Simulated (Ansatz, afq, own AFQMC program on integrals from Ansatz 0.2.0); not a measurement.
# SiNH2 (quartet): quantum Monte Carlo beside coupled cluster at distance Si1–N2 = 4.947 Å, cc-pVDZ, part 2 of 2

Ansatz 0.2.0, Gaussian basis, and an in-house AFQMC program (afq) on its integrals; all values are calculated; cc-pVDZ, frozen cores. Earlier steps stand in the parts before.

## Step 10: Phaseless AFQMC, CISD trial on ROHF

It reads the integrals that the CCSD(T) run on this determinant wrote.

Command:

```
> afq ham --method phaseless --trial cisd --walkers 60 --populations 1 --least-time 40 --time-step 0.005 --steps-per-block 50 --equilibration-blocks 40 --max-blocks 300 --target-error 0.0008 --factor-cut 1e-05 --start spin_pure --seed 2700 --release-times 0.24,0.51,0.99,1.62,2.4 --release-step 0.03 --release-every 4 --taylor-order 6
```

What it wrote:

```text
orbitals 36  electrons 7 4  factors 233 of 411
reference energy -344.38491851 Eh
CCSD correlation -0.22278325 Eh in 22 cycles, weight of the determinant in the CISD state 0.8839
energy of the start -344.607701 Eh
 block  time / (1/Eh)  mean weight  energy / Eh
     1     0.250  1.0007  -344.604796
     2     0.500  1.0000  -344.605869
     3     0.750  0.9988  -344.606997
     4     1.000  1.0016  -344.608546
     5     1.250  1.0010  -344.609355
     6     1.500  0.9989  -344.607087
     7     1.750  1.0000  -344.608789
     8     2.000  1.0007  -344.607866
     9     2.250  0.9996  -344.607779
    10     2.500  1.0007  -344.608843
    11     2.750  0.9976  -344.613185
    16     4.000  0.9996  -344.612414
    21     5.250  0.9998  -344.609320
    26     6.500  1.0009  -344.607520
    31     7.750  0.9981  -344.621097
    36     9.000  0.9985  -344.615817
    41    10.250  1.0000  -344.612539
    46    11.500  1.0005  -344.611839
    51    12.750  0.9992  -344.612047
    56    14.000  1.0000  -344.609469
    61    15.250  0.9979  -344.609954
    66    16.500  1.0009  -344.610707
    71    17.750  0.9986  -344.611029
    76    19.000  1.0020  -344.609998
    81    20.250  0.9999  -344.619185
    86    21.500  1.0025  -344.611488
    91    22.750  1.0013  -344.608098
    96    24.000  0.9993  -344.612655
   101    25.250  0.9982  -344.612962
   106    26.500  1.0025  -344.611038
   111    27.750  1.0004  -344.609262
   116    29.000  0.9970  -344.607815
   121    30.250  0.9988  -344.611408
   126    31.500  0.9997  -344.611487
   131    32.750  0.9995  -344.613050
   136    34.000  1.0020  -344.611814
   141    35.250  0.9976  -344.611510
   146    36.500  1.0006  -344.616290
   151    37.750  1.0008  -344.614202
   156    39.000  0.9991  -344.610739
   161    40.250  0.9996  -344.612626
   166    41.500  0.9985  -344.609659
   171    42.750  0.9985  -344.609242
   176    44.000  0.9974  -344.605924
   181    45.250  0.9999  -344.612927
   186    46.500  0.9978  -344.609967
   191    47.750  0.9997  -344.608616
   196    49.000  1.0005  -344.610132
blocks merged  error / Eh  count
     1  0.000220  160
     2  0.000268  80
     4  0.000301  40
     8  0.000295  20
    16  0.000288  10
released: time / (1/Eh)  energy / Eh  error  mean overlap
  0.24  -344.611373  0.000424  1.0038
  0.51  -344.611461  0.000342  1.0040
  0.99  -344.611858  0.000302  1.0124
  1.62  -344.611755  0.000496  1.0209
  2.40  -344.611154  0.000629  1.0268
energy -344.611024 +/- 0.000301 Eh
```

Wall time 4.8 min (1 thread of Arm Neoverse V1, shared host).

Energy -9377.3437 ± 0.0082 eV. Caveats: constraint bias not in the error.

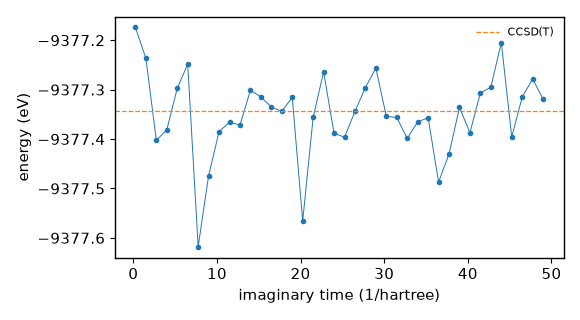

Block energies along the walk.

## Step 11: CCSD(T) on UHF

File in.yaml:

```yaml
crystal:
  periodic: [false, false, false]
  atoms:
    - {symbol: Si, position_ang: [0.066876, -0.251050, 1.660805]}
    - {symbol: N, position_ang: [-0.198497, 0.429743, -3.231936]}
    - {symbol: H, position_ang: [0.323050, 1.035608, 2.377659]}
    - {symbol: H, position_ang: [0.571868, -0.012151, -3.742603]}
basis:
  gaussian: {orbitals: cc-pVDZ}
magnetization: {spin_polarized: true, initial_magnetization: 3}
correlation: {method: ccsd_t, electrons: outside_noble_gas, hamiltonian_folder: ham}
```

Command:

```
> ansatz run in.yaml --threads 1 --pin off --events-out ev --progress --plain --max-ram 1382MiB
```

What it wrote:

```text
Functional definition: HF
  name "HF"
  cite "Fock, Z. Phys. 61, 126 (1930) doi:10.1007/BF01340294"
  parent pbe
  exchange = exact_x
  correlation = 0
411 factors; integrals over basis functions are off by at most 9.0e-4 eV
mean field evaluation 1: about -9370.7684 eV, gradient 9.2e0 eV
mean field evaluation 2: about -9370.7939 eV, gradient 9.3e0 eV
mean field evaluation 4: about -9371.4812 eV, gradient 7.2e-1 eV
mean field evaluation 8: about -9371.4912 eV, gradient 5.9e-2 eV
mean field evaluation 16: about -9371.4921 eV, gradient 5.8e-5 eV
mean field evaluation 32: about -9371.4889 eV, gradient 2.7e-2 eV
mean field evaluation 64: about -9371.4904 eV, gradient 8.8e-2 eV
mean field evaluation 96: about -9371.4908 eV, gradient 9.3e-3 eV
mean field evaluation 128: about -9371.4679 eV, gradient 1.9e-3 eV
mean field evaluation 160: about -9369.6336 eV, gradient 1.5e-3 eV
mean field evaluation 192: about -9369.6321 eV, gradient 3.7e-3 eV
mean field evaluation 224: about -9369.6341 eV, gradient 5.2e-3 eV
mean field evaluation 256: about -9369.1863 eV, gradient 1.5e-2 eV
mean field evaluation 288: about -9369.6334 eV, gradient 2.3e-1 eV
mean field evaluation 320: about -9368.0443 eV, gradient 1.1e1 eV
mean field evaluation 352: about -9369.6236 eV, gradient 5.0e-1 eV
mean field evaluation 384: about -9369.1884 eV, gradient 1.7e-1 eV
mean field evaluation 416: about -9369.1193 eV, gradient 2.5e-1 eV
mean field -9371.49210340 eV, -344.3959825746 hartree, gradient 3.6e-8 eV, S^2 3.781436; 19 other end points of the search recorded, 0 dependent functions left out
determinant -9371.49210340 eV, -344.3959825746 hartree, with singles and doubles -9377.25925963 eV, -344.6079216569 hartree
determinant -9371.46794688 eV, -344.3950948386 hartree, with singles and doubles -9377.23836389 eV, -344.6071537525 hartree
determinant -9369.63414647 eV, -344.3277039167 hartree, with singles and doubles -9375.02413826 eV, -344.5257824613 hartree
determinant -9369.63399348 eV, -344.3276982942 hartree, with singles and doubles -9375.02427600 eV, -344.5257875232 hartree
determinant -9369.63394509 eV, -344.3276965162 hartree, with singles and doubles -9375.02432688 eV, -344.5257893932 hartree
determinant -9369.63224581 eV, -344.3276340685 hartree, with singles and doubles -9375.02891225 eV, -344.5259579023 hartree
determinant -9369.63220494 eV, -344.3276325667 hartree, with singles and doubles -9375.02912288 eV, -344.5259656428 hartree
determinant -9369.18661101 eV, -344.3112572920 hartree, with singles and doubles -9374.97111894 eV, -344.5238340375 hartree
determinant -9369.18631150 eV, -344.3112462852 hartree, with singles and doubles -9374.97158490 eV, -344.5238511613 hartree
determinant -9369.18475728 eV, -344.3111891685 hartree, with singles and doubles -9374.97500842 eV, -344.5239769732 hartree
determinant -9369.18463378 eV, -344.3111846301 hartree, with singles and doubles -9374.97659928 eV, -344.5240354361 hartree
determinant -9369.11498168 eV, -344.3086249624 hartree, with singles and doubles -9374.82257751 eV, -344.5183752404 hartree
determinant -9371.49210340 eV, -344.3959825746 hartree, with singles and doubles -9377.25970409 eV, -344.6079379905 hartree
determinant -9371.46794688 eV, -344.3950948386 hartree, with singles and doubles -9377.23895297 eV, -344.6071754006 hartree
6 core orbitals not correlated: weight in the atoms' cores, before any rotation towards them, 1.000 or more for the frozen orbitals, at most 0.000 for the correlated occupied ones
reference -9371.49210340 eV, -344.3959825746 hartree; 7, 4 occupied and 29, 32 virtual orbitals, 411 factors
second order -4.57801495 eV of doubles, -0.00000000 eV of singles
cycle   1  -5.76760037 eV  change    3.2e-7 eV  update   5.2e-6
perturbative correction -0.08538939 eV, -0.0031380021 hartree
Total energy: -9377.34509316 eV, -344.6110759808 hartree
```

It took 9 s on 1 thread of Arm Neoverse V1, shared host.

From the report: ⟨S²⟩ of the determinant 3.781 (pure quartet: 3.75); correlation -5.8530 eV; T1 0.014; largest double amplitude 0.08.

This run also writes the integrals to the folder ham.

## Step 12: CCSDT(Q) on UHF

in.yaml: that of step 11 with these lines changed.

```diff
@@ -10,2 +10,2 @@
 magnetization: {spin_polarized: true, initial_magnetization: 3}
-correlation: {method: ccsd_t, electrons: outside_noble_gas, hamiltonian_folder: ham}
+correlation: {method: ccsdt_q, electrons: outside_noble_gas}
```

Same command.

What it wrote:

```text
Functional definition: HF
  name "HF"
  cite "Fock, Z. Phys. 61, 126 (1930) doi:10.1007/BF01340294"
  parent pbe
  exchange = exact_x
  correlation = 0
725 factors; integrals over basis functions are off by at most 1.8e-7 eV
mean field evaluation 1: about -9370.7686 eV, gradient 9.2e0 eV
mean field evaluation 2: about -9370.7939 eV, gradient 9.3e0 eV
mean field evaluation 4: about -9371.4812 eV, gradient 7.2e-1 eV
mean field evaluation 8: about -9371.4912 eV, gradient 5.8e-2 eV
mean field evaluation 16: about -9371.4921 eV, gradient 5.9e-5 eV
mean field evaluation 32: about -9371.4889 eV, gradient 2.7e-2 eV
mean field evaluation 64: about -9371.4904 eV, gradient 8.8e-2 eV
mean field evaluation 96: about -9371.4909 eV, gradient 9.3e-3 eV
mean field evaluation 128: about -9371.4680 eV, gradient 1.9e-3 eV
mean field evaluation 160: about -9369.6336 eV, gradient 1.4e-3 eV
mean field evaluation 192: about -9369.6322 eV, gradient 3.7e-3 eV
mean field evaluation 224: about -9369.6341 eV, gradient 5.2e-3 eV
mean field evaluation 256: about -9369.1863 eV, gradient 1.5e-2 eV
mean field evaluation 288: about -9369.6334 eV, gradient 2.3e-1 eV
mean field evaluation 320: about -9368.0443 eV, gradient 1.1e1 eV
mean field evaluation 352: about -9369.6236 eV, gradient 5.0e-1 eV
mean field evaluation 384: about -9369.1884 eV, gradient 1.7e-1 eV
mean field evaluation 416: about -9371.4225 eV, gradient 4.3e-1 eV
mean field -9371.49212820 eV, -344.3959834857 hartree, gradient 3.7e-8 eV, S^2 3.781444; 19 other end points of the search recorded, 0 dependent functions left out
determinant -9371.49212820 eV, -344.3959834857 hartree, with singles and doubles -9377.25928744 eV, -344.6079226788 hartree
determinant -9371.46798516 eV, -344.3950962453 hartree, with singles and doubles -9377.23840862 eV, -344.6071553964 hartree
determinant -9369.63418014 eV, -344.3277051541 hartree, with singles and doubles -9375.02415769 eV, -344.5257831755 hartree
determinant -9369.63402825 eV, -344.3276995722 hartree, with singles and doubles -9375.02429512 eV, -344.5257882258 hartree
determinant -9369.63397995 eV, -344.3276977970 hartree, with singles and doubles -9375.02434674 eV, -344.5257901231 hartree
determinant -9369.63229209 eV, -344.3276357693 hartree, with singles and doubles -9375.02894056 eV, -344.5259589426 hartree
determinant -9369.63225132 eV, -344.3276342713 hartree, with singles and doubles -9375.02915142 eV, -344.5259666917 hartree
determinant -9369.18664055 eV, -344.3112583773 hartree, with singles and doubles -9374.97113850 eV, -344.5238347562 hartree
determinant -9369.18634347 eV, -344.3112474600 hartree, with singles and doubles -9374.97160963 eV, -344.5238520698 hartree
determinant -9369.18479893 eV, -344.3111906992 hartree, with singles and doubles -9374.97503783 eV, -344.5239780539 hartree
determinant -9369.18467792 eV, -344.3111862522 hartree, with singles and doubles -9374.97662978 eV, -344.5240365570 hartree
determinant -9369.11502354 eV, -344.3086265007 hartree, with singles and doubles -9374.82260842 eV, -344.5183763764 hartree
determinant -9371.49212820 eV, -344.3959834857 hartree, with singles and doubles -9377.25973334 eV, -344.6079390653 hartree
determinant -9371.46798516 eV, -344.3950962453 hartree, with singles and doubles -9377.23899840 eV, -344.6071770702 hartree
6 core orbitals not correlated: weight in the atoms' cores, before any rotation towards them, 1.000 or more for the frozen orbitals, at most 0.000 for the correlated occupied ones
reference -9371.49212820 eV, -344.3959834857 hartree; 7, 4 occupied and 29, 32 virtual orbitals, 725 factors
second order -4.57803274 eV of doubles, -0.00000000 eV of singles
cycle   1  -5.41268256 eV  change   -8.3e-1 eV  update   7.3e-2
cycle   2  -5.85059629 eV  change   -4.4e-1 eV  update   3.4e-2
cycle   3  -5.87144654 eV  change   -2.1e-2 eV  update   1.0e-2
cycle   4  -5.87456135 eV  change   -3.1e-3 eV  update   4.2e-3
cycle   5  -5.87421322 eV  change    3.5e-4 eV  update   2.2e-3
cycle   6  -5.87414390 eV  change    6.9e-5 eV  update   1.3e-3
cycle   7  -5.87488775 eV  change   -7.4e-4 eV  update   8.5e-4
cycle   8  -5.87531158 eV  change   -4.2e-4 eV  update   5.5e-4
cycle   9  -5.87513104 eV  change    1.8e-4 eV  update   3.7e-4
cycle  10  -5.87493538 eV  change    2.0e-4 eV  update   2.5e-4
cycle  11  -5.87496520 eV  change   -3.0e-5 eV  update   1.7e-4
cycle  12  -5.87499826 eV  change   -3.3e-5 eV  update   1.1e-4
cycle  13  -5.87508092 eV  change   -8.3e-5 eV  update   7.4e-5
cycle  14  -5.87508672 eV  change   -5.8e-6 eV  update   5.1e-5
cycle  15  -5.87506551 eV  change    2.1e-5 eV  update   3.9e-5
cycle  16  -5.87505091 eV  change    1.5e-5 eV  update   3.3e-5
cycle  17  -5.87504619 eV  change    4.7e-6 eV  update   2.8e-5
cycle  18  -5.87504808 eV  change   -1.9e-6 eV  update   2.8e-5
cycle  19  -5.87505166 eV  change   -3.6e-6 eV  update   3.0e-5
cycle  20  -5.87505350 eV  change   -1.8e-6 eV  update   2.8e-5
cycle  21  -5.87505400 eV  change   -5.1e-7 eV  update   2.5e-5
cycle  22  -5.87505382 eV  change    1.8e-7 eV  update   1.6e-5
cycle  23  -5.87505341 eV  change    4.2e-7 eV  update   5.6e-6
cycle  24  -5.87505304 eV  change    3.7e-7 eV  update   4.6e-6
cycle  25  -5.87505307 eV  change   -3.1e-8 eV  update   5.0e-6
cycle  26  -5.87505326 eV  change   -1.9e-7 eV  update   5.9e-6
cycle  27  -5.87505346 eV  change   -2.0e-7 eV  update   8.0e-6
cycle  28  -5.87505344 eV  change    2.1e-8 eV  update   1.1e-5
cycle  29  -5.87505329 eV  change    1.5e-7 eV  update   1.2e-5
cycle  30  -5.87505305 eV  change    2.4e-7 eV  update   1.4e-5
cycle  31  -5.87505291 eV  change    1.4e-7 eV  update   1.8e-5
cycle  32  -5.87505285 eV  change    5.8e-8 eV  update   2.0e-5
cycle  33  -5.87505308 eV  change   -2.2e-7 eV  update   2.0e-5
cycle  34  -5.87505363 eV  change   -5.5e-7 eV  update   1.9e-5
cycle  35  -5.87505405 eV  change   -4.2e-7 eV  update   1.3e-5
cycle   1  -5.87505361 eV  update   9.0e-6
cycle   2  -5.87505342 eV  change    1.9e-7 eV  update   9.3e-6
cycle   3  -5.87505282 eV  change    6.0e-7 eV  update   1.1e-5
cycle   4  -5.87505278 eV  change    3.6e-8 eV  update   1.4e-5
cycle   5  -5.87505298 eV  change   -2.0e-7 eV  update   8.0e-6
cycle   6  -5.87505309 eV  change   -1.1e-7 eV  update   3.6e-6
cycle   7  -5.87505325 eV  change   -1.6e-7 eV  update   1.1e-6
perturbative correction -0.00414591 eV, -0.0001523593 hartree
Total energy: -9377.37132736 eV, -344.6120400698 hartree
```

Run time: 86 s. Hardware: 1 thread of Arm Neoverse V1, shared host; peak memory 0.49 GiB.

From the report: ⟨S²⟩ of the determinant 3.781 (pure quartet: 3.75); correlation -5.8792 eV; T1 0.014; largest double amplitude 0.09.

## Step 13: Phaseless AFQMC, CISD trial on UHF

It reads the integrals that the CCSD(T) run on this determinant wrote.

Command:

```
> afq ham --method phaseless --trial cisd --walkers 60 --populations 1 --least-time 40 --time-step 0.005 --steps-per-block 50 --equilibration-blocks 40 --max-blocks 300 --target-error 0.0008 --factor-cut 1e-05 --start spin_pure --seed 2700 --release-times 0.24,0.51,0.99,1.62,2.4 --release-step 0.03 --release-every 4 --taylor-order 6
```

What it wrote:

```text
orbitals 36  electrons 7 4  factors 233 of 411
reference energy -344.39598257 Eh
CCSD correlation -0.21195533 Eh in 22 cycles, weight of the determinant in the CISD state 0.8869
energy of the start -344.607007 Eh
 block  time / (1/Eh)  mean weight  energy / Eh
     1     0.250  1.0007  -344.604957
     2     0.500  1.0000  -344.606256
     3     0.750  0.9988  -344.607367
     4     1.000  1.0016  -344.608812
     5     1.250  1.0010  -344.609630
     6     1.500  0.9989  -344.607407
     7     1.750  1.0000  -344.609095
     8     2.000  1.0007  -344.608169
     9     2.250  0.9996  -344.607897
    10     2.500  1.0007  -344.609152
    11     2.750  0.9976  -344.613474
    16     4.000  0.9996  -344.612465
    21     5.250  0.9998  -344.609579
    26     6.500  1.0009  -344.607831
    31     7.750  0.9981  -344.621568
    36     9.000  0.9980  -344.614002
    41    10.250  1.0001  -344.610031
    46    11.500  1.0001  -344.609584
    51    12.750  0.9988  -344.611118
    56    14.000  1.0006  -344.609946
    61    15.250  0.9984  -344.607414
    66    16.500  1.0006  -344.609510
    71    17.750  0.9982  -344.611712
    76    19.000  1.0019  -344.609841
    81    20.250  1.0029  -344.624476
    86    21.500  1.0013  -344.610249
    91    22.750  1.0014  -344.610443
    96    24.000  0.9991  -344.612057
   101    25.250  0.9979  -344.612454
   106    26.500  1.0016  -344.609412
   111    27.750  0.9995  -344.609409
   116    29.000  0.9973  -344.606940
   121    30.250  0.9993  -344.611768
   126    31.500  1.0002  -344.611518
   131    32.750  0.9995  -344.611582
   136    34.000  1.0022  -344.612348
   141    35.250  0.9982  -344.615016
   146    36.500  1.0009  -344.614189
   151    37.750  1.0010  -344.614737
   156    39.000  0.9988  -344.611396
   161    40.250  0.9994  -344.613747
   166    41.500  0.9986  -344.607290
   171    42.750  0.9986  -344.609317
   176    44.000  0.9965  -344.607808
   181    45.250  0.9995  -344.610665
   186    46.500  0.9977  -344.611141
   191    47.750  1.0001  -344.609192
   196    49.000  1.0005  -344.609769
blocks merged  error / Eh  count
     1  0.000219  160
     2  0.000277  80
     4  0.000340  40
     8  0.000379  20
    16  0.000438  10
released: time / (1/Eh)  energy / Eh  error  mean overlap
  0.24  -344.611486  0.000445  1.0034
  0.51  -344.611612  0.000410  0.9990
  0.99  -344.612057  0.000372  0.9976
  1.62  -344.612306  0.000406  0.9912
  2.40  -344.610953  0.000576  0.9963
energy -344.611005 +/- 0.000379 Eh
```

Run time: 3.8 min. Hardware: 1 thread of Arm Neoverse V1, shared host.

Energy -9377.3432 ± 0.0103 eV. Caveats: constraint bias not in the error.

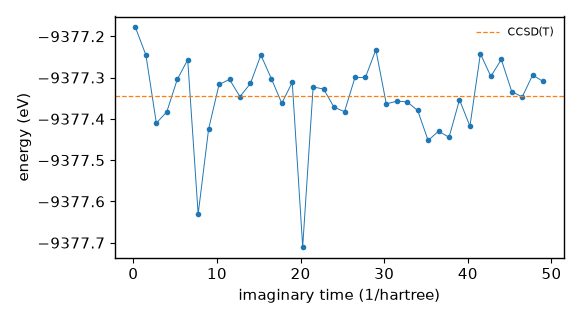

Block energies along the walk.

## Step 14: AFQMC on the ladder

On the ROHF determinant, counted from CCSDT(Q) (a yardstick, not exact):

```
                                              level  energy (eV)  from CCSDT(Q) (kcal/mol)  statistical error (kcal/mol)     time
                                                 HF   -9371.1910                   +142.49                                       
                                                MP2   -9376.0772                    +29.81                                       
                                               CCSD   -9377.2533                     +2.69                                       
                                            CCSD(T)   -9377.3431                     +0.62                                       
                                           CCSDT(Q)   -9377.3699                      0.00                                       
Phaseless AFQMC, CISD trial, step 0.005, 60 walkers   -9377.3437                     +0.61                          0.19  4.8 min
```

On the UHF determinant, counted from CCSDT(Q) (a yardstick, not exact):

```
                                              level  energy (eV)  from CCSDT(Q) (kcal/mol)  statistical error (kcal/mol)     time
                                                 HF   -9371.4921                   +135.58                                       
                                                MP2   -9376.0701                    +30.01                                       
                                               CCSD   -9377.2597                     +2.57                                       
                                            CCSD(T)   -9377.3451                     +0.60                                       
                                           CCSDT(Q)   -9377.3713                      0.00                                       
Phaseless AFQMC, CISD trial, step 0.005, 60 walkers   -9377.3432                     +0.65                          0.24  3.8 min
```

The functionals' totals stand on their own zeros and serve differences with other points: PBE -9387.337 eV; r2SCAN -9391.847 eV; PBE0 -9388.429 eV; B3LYP -9394.146 eV; wB97M-V -9392.242 eV; B2PLYP -9388.720 eV.

## Step 15: What came out

The summary covers parts 1 to 2.

| quantity | value |
| --- | --- |
| CCSD(T) on ROHF from CCSDT(Q) | +0.62 kcal/mol |
| Phaseless AFQMC, CISD trial on ROHF from CCSDT(Q) | +0.61 ± 0.19 kcal/mol |
| CCSD(T) on UHF from CCSDT(Q) | +0.60 kcal/mol |
| Phaseless AFQMC, CISD trial on UHF from CCSDT(Q) | +0.65 ± 0.24 kcal/mol |

On ROHF the phaseless walk with the CISD trial lies +0.61 kcal/mol from CCSDT(Q), 3 times its error bar. On UHF the phaseless walk with the CISD trial lies +0.65 kcal/mol from CCSDT(Q), within three error bars. Error bars are statistical and leave out the constraint, the time step and what remains of the start.
